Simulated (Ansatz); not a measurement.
CdSe: response to strain

The reference is CdSe in the wurtzite structure (space group P6_3mc, No. 186; a = 4.383 Å, c = 7.155 Å).

Strains are applied to the cell and any free atomic positions relax.

All numbers come from PBE, PAW, 420 eV (Ansatz, a program for electronic structure; no SOC), earlier PAW set.

Notes on the quantities. pressure: mean of the normal stresses, compression positive.

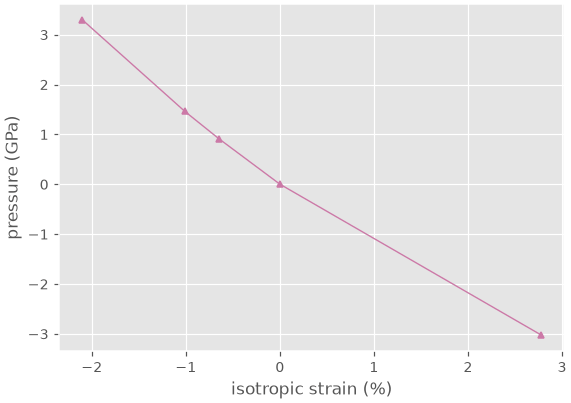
Figure: Pressure against isotropic strain

**Question.** From the plot, what is the pressure for isotropic strain −2.10 %?

**Answer.** About 3.3 GPa.

**Question.** Is the trend monotonic over the range shown?

**Answer.** Yes, it falls throughout, spanning -30.2 kbar to 33.0 kbar.

Stability against distortions was not tested.
